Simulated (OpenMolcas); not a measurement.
**Excited-state calculation of C10H22O (part 1 of 3)**

- system: C10H22O (1-decanol), multiplicity 3
- method: CASPT2/ANO-RCC-VDZ, DKH2 (OpenMolcas 26.06)

The geometry is that of the parent species in another charge or spin state. The geometry comes from this level: GFN2-xTB.

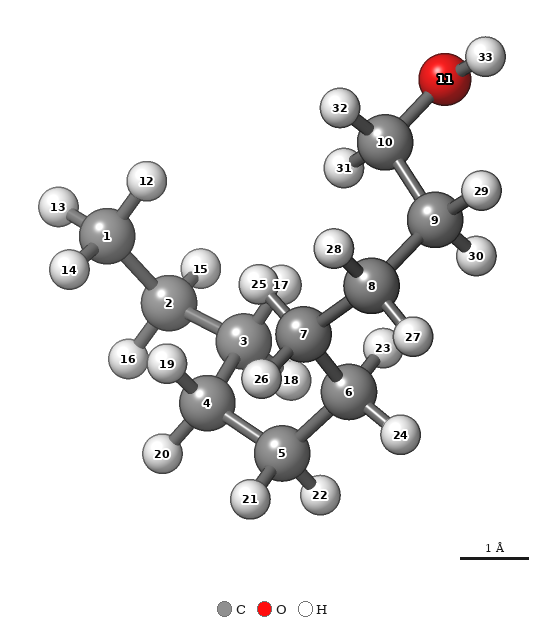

**Figure 1.** The structure (ball-and-stick view, seen at a tilt; atoms are numbered from 1 in the order of the input). Bond lengths as drawn: C–C 1.52 to 1.53 Å, C–H 1.09 to 1.10 Å, C–O 1.41 Å and H–O 0.96 Å.

### Summary

```tsv
quantity	value
outcome	converged
total energy	−467.225419 hartree
CASSCF energy	−466.215795 hartree
basis functions	143
hardware	1 thread of Arm Neoverse V1, 24 GiB of memory available, shared host
wall time	34 s
peak memory	0.15 GiB
```

### The input
```
* C10H22O CASPT2
&gateway
coord
33
angstrom
C       -0.066460      -0.075740       3.559150
C       -0.717710       1.217300       3.081900
C       -0.883510       1.279200       1.563140
C       -1.899030       0.269230       1.031750
C       -2.233390       0.473100      -0.447040
C       -1.047550       0.307270      -1.398980
C       -0.443630      -1.095140      -1.361830
C        0.569960      -1.343240      -2.480150
C        1.779620      -0.408340      -2.466560
C        2.612260      -0.516390      -1.188830
O        3.763050       0.296170      -1.223710
H        0.894420      -0.220340       3.069370
H        0.099950      -0.040960       4.633590
H       -0.697350      -0.934020       3.342800
H       -0.098570       2.060050       3.399000
H       -1.695000       1.328800       3.557760
H        0.089470       1.109270       1.098850
H       -1.212420       2.284410       1.287000
H       -1.528930      -0.744970       1.181820
H       -2.823890       0.368690       1.606380
H       -3.012540      -0.240520      -0.728210
H       -2.645200       1.477110      -0.578760
H       -0.285510       1.046730      -1.154360
H       -1.393110       0.513800      -2.415540
H        0.035000      -1.269110      -0.398230
H       -1.248940      -1.827150      -1.465650
H        0.065920      -1.236310      -3.443960
H        0.923430      -2.375250      -2.406380
H        2.419990      -0.660550      -3.318480
H        1.459290       0.626440      -2.594550
H        2.045920      -0.163020      -0.325670
H        2.890200      -1.567520      -1.015950
H        4.284270       0.060980      -1.999650
basis=ANO-RCC-VDZ
group=NoSym
ricd
&seward
&rasscf
fileorb=$CurrDir/step2.RasOrb
spin=3
nactel=2 0 0
inactive=44
ras2=2
orblisting=Nothing
&caspt2
imaginary=0.2
&rassi
nrofjobiphs=1 all
iphnames
JOBMIX
ejob
```

Command:
```bash
export MOLCAS_MEM=1860
pymolcas step4.inp > step4.log
```

### The program's output
```
--- Start Module: gateway ---

                                              &GATEWAY

                       available to each process: 1.9 GB of memory, 1 thread

++    Symmetry information:
      ---------------------

                    Character Table for C1

                             E
                    a        1  x, y, xy, Rz, z, xz, Ry, yz, Rx, I
--

++    Basis set information:
      ----------------------

      Basis set label: C.ANO-RCC...3S2P.

      Electronic valence basis set:
      ------------------
      Associated Effective Charge   6.000000 au
      Associated Actual Charge      6.000000 au
      Nuclear Model: Point charge

      Shell  nPrim  nBasis  Cartesian Spherical Contaminant
         s      14       3        X
         p       9       2        X

      Basis set label: O.ANO-RCC...3S2P.

      Electronic valence basis set:
      ------------------
      Associated Effective Charge   8.000000 au
      Associated Actual Charge      8.000000 au
      Nuclear Model: Point charge

      Shell  nPrim  nBasis  Cartesian Spherical Contaminant
         s      14       3        X
         p       9       2        X

      Basis set label: H.ANO-RCC...2S.

      Electronic valence basis set:
      ------------------
      Associated Effective Charge   1.000000 au
      Associated Actual Charge      1.000000 au
      Nuclear Model: Point charge

      Shell  nPrim  nBasis  Cartesian Spherical Contaminant
         s       8       2        X
--

++    Molecular structure info:
      -------------------------

                    ************************************************
                    **** Cartesian Coordinates / bohr, angstrom ****
                    ************************************************

     Center  Label                x              y              z                     x              y              z
        1      C1              -0.125591      -0.143128       6.725819             -0.066460      -0.075740       3.559150
        2      C2              -1.356275       2.300364       5.823947             -0.717710       1.217300       3.081900
        3      C3              -1.669592       2.417338       2.953906             -0.883510       1.279200       1.563140
        4      C4              -3.588647       0.508771       1.949725             -1.899030       0.269230       1.031750
        5      C5              -4.220495       0.894029      -0.844783             -2.233390       0.473100      -0.447040
        6      C6              -1.979583       0.580656      -2.643689             -1.047550       0.307270      -1.398980
        7      C7              -0.838339      -2.069515      -2.573486             -0.443630      -1.095140      -1.361830
        8      C8               1.077068      -2.538356      -4.686804              0.569960      -1.343240      -2.480150
        9      C9               3.362994      -0.771651      -4.661123              1.779620      -0.408340      -2.466560
       10      C10              4.936456      -0.975836      -2.246563              2.612260      -0.516390      -1.188830
       11      O11              7.111134       0.559680      -2.312477              3.763050       0.296170      -1.223710
       12      H12              1.690209      -0.416382       5.800269              0.894420      -0.220340       3.069370
       13      H13              0.188878      -0.077403       8.756216              0.099950      -0.040960       4.633590
       14      H14             -1.317801      -1.765042       6.316976             -0.697350      -0.934020       3.342800
       15      H15             -0.186270       3.892930       6.423179             -0.098570       2.060050       3.399000
       16      H16             -3.203086       2.511068       6.723192             -1.695000       1.328800       3.557760
       17      H17              0.169074       2.096216       2.076526              0.089470       1.109270       1.098850
       18      H18             -2.291142       4.316909       2.432078             -1.212420       2.284410       1.287000
       19      H19             -2.889259      -1.407789       2.233316             -1.528930      -0.744970       1.181820
       20      H20             -5.336379       0.696723       3.035618             -2.823890       0.368690       1.606380
       21      H21             -5.692876      -0.454517      -1.376117             -3.012540      -0.240520      -0.728210
       22      H22             -4.998704       2.791333      -1.093698             -2.645200       1.477110      -0.578760
       23      H23             -0.539536       1.978033      -2.181424             -0.285510       1.046730      -1.154360
       24      H24             -2.632596       0.970941      -4.564709             -1.393110       0.513800      -2.415540
       25      H25              0.066140      -2.398270      -0.752546              0.035000      -1.269110      -0.398230
       26      H26             -2.360155      -3.452813      -2.769677             -1.248940      -1.827150      -1.465650
       27      H27              0.124571      -2.336287      -6.508141              0.065920      -1.236310      -3.443960
       28      H28              1.745030      -4.488572      -4.547399              0.923430      -2.375250      -2.406380
       29      H29              4.573118      -1.248259      -6.271018              2.419990      -0.660550      -3.318480
       30      H30              2.757658       1.183800      -4.902989              1.459290       0.626440      -2.594550
       31      H31              3.866228      -0.308063      -0.615427              2.045920      -0.163020      -0.325670
       32      H32              5.461686      -2.962183      -1.919867              2.890200      -1.567520      -1.015950
       33      H33              8.096097       0.115235      -3.778791              4.284270       0.060980      -1.999650

                    *************************************************
                    **** InterNuclear Distances / bohr, angstrom ****
                    *************************************************

     Atom centers         bohr        angstrom
   33 H33      11 O11     1.821472        0.963881
   14 H14       1 C1      2.054050        1.086956
   13 H13       1 C1      2.055657        1.087807
   12 H12       1 C1      2.056317        1.088156
   23 H23       6 C6      2.059147        1.089654
   25 H25       7 C7      2.059608        1.089898
   19 H19       4 C4      2.059799        1.089998
   30 H30       9 C9      2.061242        1.090762
   31 H31      10 C10     2.062016        1.091172
   17 H17       3 C3      2.062428        1.091390
   16 H16       2 C2      2.064884        1.092690
   15 H15       2 C2      2.065008        1.092755
   27 H27       8 C8      2.065273        1.092895
   18 H18       3 C3      2.065672        1.093107
   22 H22       5 C5      2.065751        1.093149
   26 H26       7 C7      2.065896        1.093225
   21 H21       5 C5      2.066107        1.093337
   28 H28       8 C8      2.066144        1.093356
   20 H20       4 C4      2.066170        1.093370
   24 H24       6 C6
   29 H29       9 C9      2.069618        1.095195
   32 H32      10 C10     2.080427        1.100914
   11 O11      10 C10     2.662964        1.409180
    2 C2        1 C1      2.880730        1.524417
    7 C7        6 C6      2.886307        1.527368
    4 C4        3 C3      2.886828        1.527644
    9 C9        8 C8      2.889181        1.528888
   10 C10       9 C9      2.889216        1.528907
    3 C3        2 C2      2.889461        1.529037
    8 C8        7 C7      2.890452        1.529561
    6 C6        5 C5      2.890667        1.529675
    5 C5        4 C4      2.890836        1.529765
   20 H20      19 H19     3.325817        1.759946
   26 H26      25 H25     3.326828        1.760482
   14 H14      13 H13     3.326875        1.760506
   24 H24      23 H23     3.327940        1.761070
   30 H30      29 H29     3.329010        1.761636
   22 H22      21 H21     3.331243        1.762818
   16 H16      15 H15     3.331775        1.763100
   28 H28      27 H27     3.332075        1.763258
   13 H13      12 H12     3.332645        1.763560
   18 H18      17 H17     3.333250        1.763880
   14 H14      12 H12     3.336763        1.765739
   32 H32      31 H31     3.360269        1.778178
   33 H33      10 C10     3.677158        1.945868
   31 H31      11 O11     3.763292        1.991448
   32 H32      11 O11     3.908752        2.068423
   26 H26       8 C8      4.040558        2.138171
   20 H20       5 C5      4.042479        2.139188
   27 H27       9 C9      4.043136        2.139536
   24 H24       5 C5      4.045391        2.140729
   15 H15       1 C1      4.047844        2.142027
   29 H29       8 C8      4.049253        2.142772
   29 H29      10 C10     4.049996        2.143166
   22 H22       6 C6      4.050266        2.143309
   17 H17       2 C2      4.051115        2.143758
   20 H20       3 C3      4.051236        2.143822
   15 H15       3 C3      4.051354        2.143884
   21 H21       4 C4      4.051781        2.144110
   18 H18       4 C4      4.051925        2.144187
   28 H28       7 C7      4.052403        2.144439
   24 H24       7 C7      4.053233        2.144879
   26 H26       6 C6      4.053342        2.144936
   18 H18       2 C2      4.055269        2.145956
   28 H28       9 C9      4.055397        2.146024
   22 H22       4 C4      4.057188        2.146971
   21 H21       6 C6      4.057939        2.147369
   30 H30      10 C10     4.058052        2.147428
   27 H27       7 C7      4.059541        2.148217
   23 H23       5 C5      4.063390        2.150253
   16 H16       1 C1      4.063956        2.150553
   25 H25       8 C8      4.064479        2.150830
   19 H19       5 C5      4.067586        2.152474
   16 H16       3 C3      4.070369        2.153946
   23 H23       7 C7      4.077455        2.157696
   25 H25       6 C6      4.078653        2.158330
   19 H19       3 C3      4.079024        2.158526
   13 H13       2 C2      4.079151        2.158594
   17 H17       4 C4      4.081241        2.159699
   12 H12       2 C2      4.081952        2.160076
   32 H32       9 C9      4.088695        2.163644
   30 H30       8 C8      4.089690        2.164171
   14 H14       2 C2      4.095373        2.167178
   31 H31       9 C9      4.103147        2.171292
   25 H25      19 H19     4.316342        2.284110
   23 H23      17 H17     4.318128        2.285055
   31 H31      25 H25     4.339175        2.296192
   30 H30      23 H23     4.348472        2.301112
   19 H19      14 H14     4.390147        2.323166
   33 H33      32 H32     4.457154        2.358624
   33 H33      29 H29     4.525670        2.394882
   18 H18      15 H15     4.532012        2.398238
   21 H21      20 H20     4.573386        2.420131
   24 H24      22 H22     4.578232        2.422696
   29 H29      27 H27     4.585805        2.426704
   28 H28      26 H26     4.591909        2.429934
   11 O11       9 C9      4.619213        2.444382
   15 H15      13 H13     4.620319        2.444967
   27 H27      26 H26     4.625646        2.447787
   20 H20      16 H16     4.630441        2.450324
   29 H29      28 H28     4.633420        2.451900
   22 H22      20 H20     4.642485        2.456697
   25 H25      23 H23     4.643336        2.457148
   24 H24      21 H21     4.643744        2.457363
   28 H28      25 H25     4.646390        2.458764
   19 H19      17 H17     4.653605        2.462582
   23 H23      22 H22     4.661414        2.466714
   21 H21      19 H19     4.668726        2.470584
   31 H31      30 H30     4.673090        2.472893
   30 H30      27 H27     4.679816        2.476452
   16 H16      14 H14     4.690888        2.482311
   26 H26      21 H21     4.694552        2.484250
   22 H22      18 H18     4.699932        2.487097
   17 H17      15 H15     4.716762        2.496003
   27 H27      24 H24     4.724051        2.499860
   16 H16      13 H13     4.726393        2.501099
   15 H15      12 H12     4.741241        2.508957
   17 H17      12 H12     4.742707        2.509732
   18 H18      16 H16     4.744088        2.510463
   32 H32      29 H29     4.760211        2.518995
   20 H20      18 H18     4.769012        2.523653
   26 H26      24 H24     4.781837        2.530439
   32 H32      28 H28     4.800763        2.540454
    3 C3        1 C1      4.813236        2.547055
    4 C4        2 C2      4.816937        2.549013
    7 C7        5 C5      4.817674        2.549404
    8 C8        6 C6      4.821376        2.551362
    5 C5        3 C3      4.822615        2.552018
   10 C10       8 C8      4.826087        2.553855
    6 C6        4 C4      4.867618        2.575833
    9 C9        7 C7      4.867636        2.575842
   33 H33       9 C9      4.895645        2.590664
   29 H29      11 O11     5.037878        2.665930
   30 H30      11 O11     5.104217        2.701035
   26 H26       5 C5      5.105010        2.701455
   24 H24       8 C8      5.108002        2.703038
   18 H18       5 C5      5.116281        2.707419
   20 H20       2 C2      5.117388        2.708005
   31 H31      17 H17     5.166829        2.734168
   17 H17       1 C1      5.168889        2.735258
   16 H16       4 C4      5.190746        2.746824
   32 H32       8 C8      5.201966        2.752762
   31 H31      23 H23     5.204742        2.754231
   12 H12       3 C3      5.236412        2.770990
   22 H22       3 C3      5.254137        2.780370
   21 H21       7 C7      5.254373        2.780494
   19 H19       7 C7      5.267779        2.787589
   28 H28      10 C10     5.274312        2.791046
   23 H23       3 C3      5.276518        2.792213
   27 H27       6 C6      5.279206        2.793635
   30 H30       6 C6      5.282960        2.795622
   25 H25      10 C10     5.289176        2.798911
   33 H33      31 H31     5.298853        2.804032
   25 H25      17 H17     5.311746        2.810855
```
